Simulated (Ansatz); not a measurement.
# doublet Si2H6O+: levels of theory compared

Aim: a comparison of 3 runs (UB3LYP/def2-SVPD, UPBE0/def2-SVPD, USVWN5/def2-SVPD) of doublet Si2H6O+. 

Program for the calculation: Ansatz 0.2.0.

30 further runs of the same task are left out: 30 set aside as unsound or not needed.

## Step 1: The system as given

Si2H6O+: 9 atoms, total charge +1, spin state doublet. As SMILES of the parent species, `O[SiH2][SiH3]`. The shape is that of a PBE0-D4/def2-TZVP optimisation. This is one conformer, not always the lowest. That shape belongs to the parent species and isn't relaxed for this state.

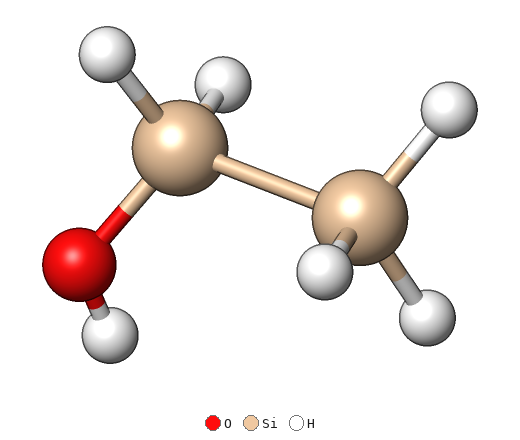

Viewed from a chosen angle; oxygen red, silicon light orange, hydrogen white.

## Step 2: The energy at UB3LYP/def2-SVPD (run 1)

The input, input.yaml:

```yaml
crystal:
  periodic: [false, false, false]
  atoms:
    - {symbol: O, position_ang: [-1.609000, 1.039900, -0.762000]}
    - {symbol: Si, position_ang: [0.004800, 0.933100, -0.415900]}
    - {symbol: Si, position_ang: [0.544200, -1.038400, 0.738600]}
    - {symbol: H, position_ang: [-1.996600, 0.341400, -1.290800]}
    - {symbol: H, position_ang: [0.830600, 0.994500, -1.657800]}
    - {symbol: H, position_ang: [0.311400, 2.125200, 0.413000]}
    - {symbol: H, position_ang: [2.012900, -1.104800, 0.974500]}
    - {symbol: H, position_ang: [0.146200, -2.228200, -0.066200]}
    - {symbol: H, position_ang: [-0.156000, -1.109100, 2.049500]}
basis:
  gaussian: {orbitals: def2-SVPD}
accuracy: high
total_charge: 1
output: {orbitals: {seedname: orbitals}}
magnetization: {spin_polarized: true, initial_magnetization: 1}
hamiltonian: {xc: {name: B3LYP}}
```

The run is started by

```console
ansatz run input.yaml --threads 1 --pin off --max-ram 3480MiB --events-out events.jsonl --progress --plain --runs-dir runs
```

What it wrote:

```text
Warning: RAYON_NUM_THREADS=1 ignored (pool sized by the plan → 1); use --threads N
Functional definition: B3LYP
  name "B3LYP"
  parameter a0 = 0.2
  parameter ax = 0.72
  parameter ac = 0.81
  exchange = (1 - a0 - ax)*slater_x + ax*b88_x + a0*exact_x
  correlation = (1 - ac)*vwn_rpa_c + ac*lyp_c
2341 factors; integrals over basis functions are off by at most 3.8e-9 eV
mean field evaluation 1: about -17873.7090 eV, gradient 5.7e1 eV
mean field evaluation 2: about -17783.7027 eV, gradient 1.3e2 eV
mean field evaluation 4: about -17885.2296 eV, gradient 8.3e0 eV
mean field evaluation 8: about -17885.7043 eV, gradient 8.9e-1 eV
mean field evaluation 16: about -17885.7091 eV, gradient 9.7e-4 eV
mean field -17885.70912562 eV, -657.2876869973 hartree, gradient 7.3e-8 eV, S^2 0.754628; 0 other end points of the search recorded, 0 dependent functions left out
reference -17885.70917387 eV, -657.2876887706 hartree; 21, 20 occupied and 98, 99 virtual orbitals, 2341 factors
Total energy: -17885.70917387 eV, -657.2876887706 hartree
```

It took 25 s on 1 thread of Arm Neoverse V1, shared host; peak memory 0.56 GiB.

## Step 3: A single-point energy at UPBE0/def2-SVPD (run 2)

The input, run.yaml:

```yaml
crystal:
  periodic: [false, false, false]
  atoms:
    - symbol: O
      position_ang: [-1.609000, 1.039900, -0.762000]
    - symbol: Si
      position_ang: [0.004800, 0.933100, -0.415900]
    - symbol: Si
      position_ang: [0.544200, -1.038400, 0.738600]
    - symbol: H
      position_ang: [-1.996600, 0.341400, -1.290800]
    - symbol: H
      position_ang: [0.830600, 0.994500, -1.657800]
    - symbol: H
      position_ang: [0.311400, 2.125200, 0.413000]
    - symbol: H
      position_ang: [2.012900, -1.104800, 0.974500]
    - symbol: H
      position_ang: [0.146200, -2.228200, -0.066200]
    - symbol: H
      position_ang: [-0.156000, -1.109100, 2.049500]
basis:
  gaussian: {orbitals: def2-SVPD}
hamiltonian: {xc: pbe0}
output: {orbitals: {seedname: orbitals}}
total_charge: 1
magnetization: {spin_polarized: true, initial_magnetization: 1}
accuracy: high
```

The run is started by

```console
ansatz run run.yaml --threads 1 --pin off --max-ram 3480MiB --events-out events.jsonl --progress --plain --runs-dir runs
```

What it wrote:

```text
Warning: RAYON_NUM_THREADS=1 ignored (pool sized by the plan → 1); use --threads N
Functional definition: PBE0
  name "PBE0"
  parameter a = 0.25
  parameter kappa = 0.804
  parameter beta = 0.06672455060314922
  exchange = (1 - a)*pbe_x(kappa = kappa, mu = beta*pi^2/3) + a*exact_x
  correlation = pbe_c(beta = beta)
2341 factors; integrals over basis functions are off by at most 3.8e-9 eV
mean field evaluation 1: about -17864.8448 eV, gradient 5.4e1 eV
mean field evaluation 2: about -17798.9006 eV, gradient 1.2e2 eV
mean field evaluation 4: about -17875.1873 eV, gradient 5.8e0 eV
mean field evaluation 8: about -17875.4689 eV, gradient 8.9e-1 eV
mean field evaluation 16: about -17875.4743 eV, gradient 1.3e-3 eV
mean field evaluation 32: about -17875.4743 eV, gradient 1.4e-7 eV
mean field -17875.47432760 eV, -656.9115651075 hartree, gradient 6.1e-8 eV, S^2 0.755700; 2 other end points of the search recorded, 0 dependent functions left out
reference -17875.47433174 eV, -656.9115652599 hartree; 21, 20 occupied and 98, 99 virtual orbitals, 2341 factors
Total energy: -17875.47433174 eV, -656.9115652599 hartree
```

Wall time 26 s (1 thread of Arm Neoverse V1, shared host); peak memory 0.57 GiB.

## Step 4: The energy at USVWN5/def2-SVPD (run 3)

The input, molecule.yaml:

```yaml
crystal:
  periodic: [false, false, false]
  atoms:
    - symbol: O
      position_ang: [-1.609000, 1.039900, -0.762000]
    - symbol: Si
      position_ang: [0.004800, 0.933100, -0.415900]
    - symbol: Si
      position_ang: [0.544200, -1.038400, 0.738600]
    - symbol: H
      position_ang: [-1.996600, 0.341400, -1.290800]
    - symbol: H
      position_ang: [0.830600, 0.994500, -1.657800]
    - symbol: H
      position_ang: [0.311400, 2.125200, 0.413000]
    - symbol: H
      position_ang: [2.012900, -1.104800, 0.974500]
    - symbol: H
      position_ang: [0.146200, -2.228200, -0.066200]
    - symbol: H
      position_ang: [-0.156000, -1.109100, 2.049500]
basis:
  gaussian: {orbitals: def2-SVPD}
total_charge: 1
magnetization: {spin_polarized: true, initial_magnetization: 1}
hamiltonian: {xc: {name: SVWN5}}
accuracy: high
output: {orbitals: {seedname: orbitals}}
```

The run is started by

```console
ansatz run molecule.yaml --threads 1 --pin off --max-ram 3480MiB --events-out events.jsonl --progress --plain --runs-dir runs
```

What it wrote:

```text
Warning: RAYON_NUM_THREADS=1 ignored (pool sized by the plan → 1); use --threads N
Functional definition: SVWN5
  name "SVWN5"
  exchange = slater_x
  correlation = vwn5_c
2341 factors; integrals over basis functions are off by at most 3.8e-9 eV
mean field evaluation 1: about -17790.9616 eV, gradient 6.2e1 eV
mean field evaluation 2: about -17635.5249 eV, gradient 1.4e2 eV
mean field evaluation 4: about -17800.3231 eV, gradient 2.3e1 eV
mean field evaluation 8: about -17805.5279 eV, gradient 3.3e-1 eV
mean field evaluation 16: about -17805.5231 eV, gradient 3.1e-4 eV
mean field evaluation 32: about -17803.6058 eV, gradient 4.6e0 eV
mean field -17805.52309139 eV, -654.3409045917 hartree, gradient 5.7e-8 eV, S^2 0.751234; 3 other end points of the search recorded, 0 dependent functions left out
reference -17805.52309660 eV, -654.3409047831 hartree; 21, 20 occupied and 98, 99 virtual orbitals, 2341 factors
Total energy: -17805.52309660 eV, -654.3409047831 hartree
```

Wall time 11 s (1 thread of Arm Neoverse V1, shared host); peak memory 0.41 GiB.

## Step 5: The series

| run | level | energy (Eh) | HOMO energy (eV) | LUMO energy (eV) | ⟨S²⟩ | wall time |
| --- | --- | --- | --- | --- | --- | --- |
| 1 | UB3LYP/def2-SVPD | -657.287689 | -14.73 | -12.24 | 0.755 | 25 s |
| 2 | UPBE0/def2-SVPD | -656.911565 | -14.92 | -12.01 | 0.756 | 26 s |
| 3 | USVWN5/def2-SVPD | -654.340905 | -13.54 | -12.84 | 0.751 | 11 s |

## Step 6: Summary of results

```
                                 quantity          value
                      run 3: total energy  -654.34090 Eh
run 3: HOMO energy (highest over α and β)      -13.54 eV
 run 3: LUMO energy (lowest over α and β)      -12.84 eV
                              run 3: ⟨S²⟩          0.751
```

In words: Totals of different functionals can't be ranked against each other. All runs together took 62 s, the longest 26 s.
